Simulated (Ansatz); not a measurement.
# MP2/cc-pVDZ run of C4H4Si (SMILES C#C[SiH2]C#C)

What is the vertical ionisation energy of C4H4Si at MP2/cc-pVDZ? 

The results are computed with Ansatz 0.2.0.

42 further runs of the same task are left out: 42 set aside as unsound or not needed.

### Step 1. The system as given

C4H4Si has 9 atoms, charge 0, and is taken as a singlet. SMILES: `C#C[SiH2]C#C`. Geometry: relaxed at PBE0-D4/def2-TZVP.

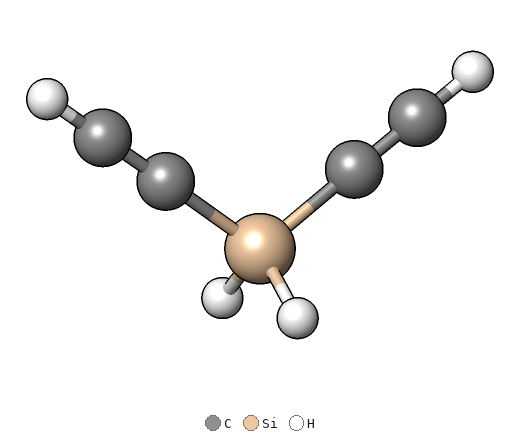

Viewed from a chosen angle; carbon grey, silicon light orange, hydrogen white.

### Step 2. The energy at MP2/cc-pVDZ

run.yaml reads:

```yaml
crystal:
  periodic: [false, false, false]
  atoms:
    - {symbol: C, position_ang: [1.986100, -0.068000, 1.693000]}
    - {symbol: C, position_ang: [1.245000, -0.318200, 0.775800]}
    - {symbol: Si, position_ang: [0.139500, -0.713800, -0.616400]}
    - {symbol: C, position_ang: [-1.252900, 0.459600, -0.648400]}
    - {symbol: C, position_ang: [-2.180600, 1.228700, -0.681700]}
    - {symbol: H, position_ang: [2.639600, 0.155600, 2.505100]}
    - {symbol: H, position_ang: [0.896100, -0.611400, -1.885800]}
    - {symbol: H, position_ang: [-0.384600, -2.089300, -0.450100]}
    - {symbol: H, position_ang: [-2.999800, 1.910300, -0.708600]}
basis:
  gaussian:
    orbitals: cc-pVDZ
correlation:
  method: mp2
  frozen_orbitals: {C: 1, H: 0, Si: 5}
accuracy: high
```

Launch:

```console
$ ansatz run run.yaml --threads 1 --pin off --max-ram 3480MiB --events-out events.jsonl --progress --plain --runs-dir runs
```

Output:

```text
Warning: RAYON_NUM_THREADS=1 ignored (pool sized by the plan → 1); use --threads N
Functional definition: HF
  name "HF"
  exchange = exact_x
  correlation = 0
2067 factors; integrals over basis functions are off by at most 4.4e-9 eV
mean field evaluation 1: about -12041.5480 eV, gradient 2.9e1 eV
mean field evaluation 2: about -12041.7896 eV, gradient 2.8e1 eV
mean field evaluation 4: about -12044.4980 eV, gradient 2.7e0 eV
mean field evaluation 8: about -12044.5292 eV, gradient 2.5e-1 eV
mean field evaluation 16: about -12044.5294 eV, gradient 2.9e-8 eV
mean field -12044.52943631 eV, -442.6282927090 hartree, gradient 2.9e-8 eV, S^2 0.000000; 0 other end points of the search recorded, 0 dependent functions left out
9 core orbitals not correlated: weight in the atoms' cores, before any rotation towards them, 1.000 or more for the frozen orbitals, at most 0.000 for the correlated occupied ones
reference -12044.52943631 eV, -442.6282927090 hartree; 12, 12 occupied and 73, 73 virtual orbitals, 2067 factors
second order -16.08700421 eV of doubles, -0.00000000 eV of singles
Total energy: -12060.61644052 eV, -443.2194792096 hartree
```

Wall time 1.5 s (1 thread of AMD EPYC 9R45 (Zen 5), shared host); peak memory 0.27 GiB.

### Step 3. The doublet cation

job.yaml reads:

```yaml
crystal:
  periodic: [false, false, false]
  atoms:
    - {symbol: C, position_ang: [1.986100, -0.068000, 1.693000]}
    - {symbol: C, position_ang: [1.245000, -0.318200, 0.775800]}
    - {symbol: Si, position_ang: [0.139500, -0.713800, -0.616400]}
    - {symbol: C, position_ang: [-1.252900, 0.459600, -0.648400]}
    - {symbol: C, position_ang: [-2.180600, 1.228700, -0.681700]}
    - {symbol: H, position_ang: [2.639600, 0.155600, 2.505100]}
    - {symbol: H, position_ang: [0.896100, -0.611400, -1.885800]}
    - {symbol: H, position_ang: [-0.384600, -2.089300, -0.450100]}
    - {symbol: H, position_ang: [-2.999800, 1.910300, -0.708600]}
basis:
  gaussian: {orbitals: cc-pVDZ}
total_charge: 1
magnetization: {spin_polarized: true, initial_magnetization: 1}
correlation: {method: mp2, frozen_orbitals: {C: 1, H: 0, Si: 5}}
accuracy: high
```

Launch:

```console
$ ansatz run job.yaml --threads 1 --pin off --max-ram 3480MiB --events-out events.jsonl --progress --plain --runs-dir runs
```

Output, shortened:

```text
Warning: RAYON_NUM_THREADS=1 ignored (pool sized by the plan → 1); use --threads N
Functional definition: HF
  name "HF"
[...]
2067 factors; integrals over basis functions are off by at most 4.4e-9 eV
[...]
mean field -12035.11541100 eV, -442.2823336601 hartree, gradient 2.0e-8 eV, S^2 0.756268; 22 other end points of the search recorded, 0 dependent functions left out
9 core orbitals not correlated: weight in the atoms' cores, before any rotation towards them, 1.000 or more for the frozen orbitals, at most 0.000 for the correlated occupied ones
reference -12035.11541100 eV, -442.2823336601 hartree; 12, 11 occupied and 73, 74 virtual orbitals, 2067 factors
second order -14.54570856 eV of doubles, -0.00000000 eV of singles
Total energy: -12049.66111956 eV, -442.8168785902 hartree
```

Run time: 16 s. Hardware: 1 thread of AMD EPYC 9R45 (Zen 5), shared host; peak memory 0.46 GiB.

### Step 4. Results

At MP2/cc-pVDZ, 9 core orbitals frozen:

```
                                                   quantity          value
                               singlet C4H4Si: total energy  -443.21948 Eh
singlet C4H4Si: correlation energy (9 core orbitals frozen)     -591.2 mEh
                               doublet cation: total energy  -442.81688 Eh
doublet cation: correlation energy (9 core orbitals frozen)     -534.5 mEh
          doublet cation: ⟨S²⟩ of the reference determinant          0.756
         vertical ionisation energy (to the doublet cation)      10.955 eV
```

**Reading.** The vertical ionisation energy comes to 10.96 eV (253 kcal/mol).
